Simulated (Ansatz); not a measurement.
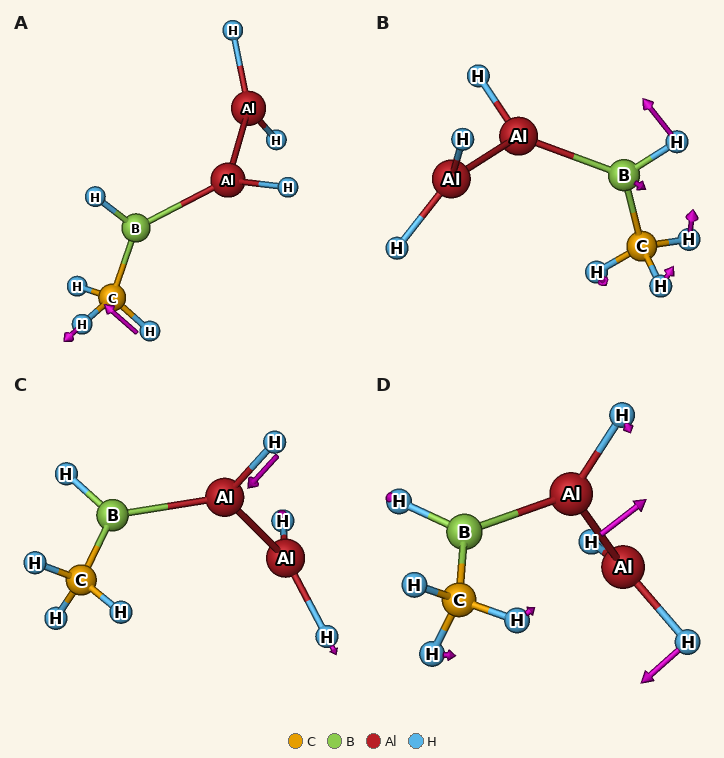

4 normal modes of one molecule or complex, as arrows. Harmonic vibrations computed with RKS PBE0-D4/def2-TZVP (Ansatz 0.2.0) at a stationary point of the same level.

> Match the panels to the wavenumbers 99 cm⁻¹, 1099 cm⁻¹, 1850 cm⁻¹, 3128 cm⁻¹.

A: 3128 cm⁻¹, out-of-phase stretching of 2 C–H bonds
B: 1099 cm⁻¹
C: 1850 cm⁻¹, Al–H stretching
D: 99 cm⁻¹, a torsion or out-of-plane motion in which bond lengths and bond angles hardly change
